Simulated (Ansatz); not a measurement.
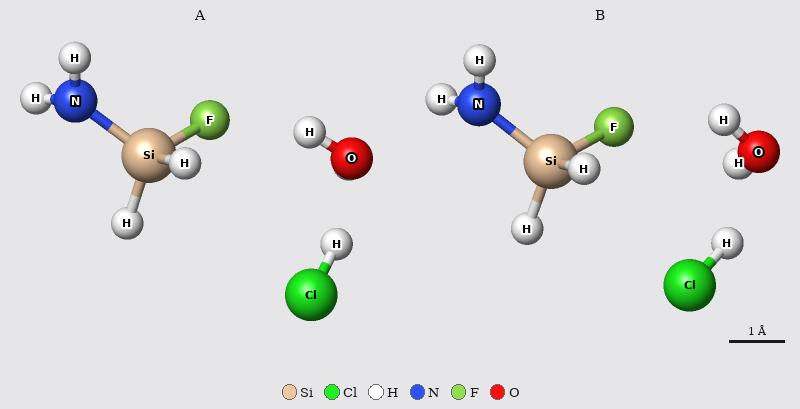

Two geometries of SiNH7OClF, drawn at one scale. One is the start of a relaxation, the other its converged end. A ball-and-stick model, seen from a free direction.

Computed with Ansatz 0.2.0, RHF/def2-SVP. (no spin polarisation; force threshold 0.03 eV/Å; at most 50 steps)

Which of the two is the end point?

Structure A is the relaxed one. The run prepares an end point of a later path (reaction) calculation, from a guessed geometry. After 6 accepted moves (8 points after the start) the energy has fallen by 2.67 kcal/mol. The largest force component goes from 0.54 to 0.019 eV/Å. The line search rejected the trial steps at points 3, 6 of the run. The Cl atom moves most after the best rigid fit: 0.46 Å. By element the largest moves are Cl 0.46 Å, H 0.36 Å, O 0.25 Å, F 0.15 Å, Si 0.12 Å, N 0.09 Å. Near-neighbour distances that change, for instance: F–Si 1.658 → 1.637 Å, Cl–H 1.302 → 1.287 Å, H–O 0.957 → 0.950 Å. Cost: 15 s on 2 threads of AMD EPYC 7R43 64-Core Processor (Zen 3), with other jobs on the host, peak memory 0.24 GiB.
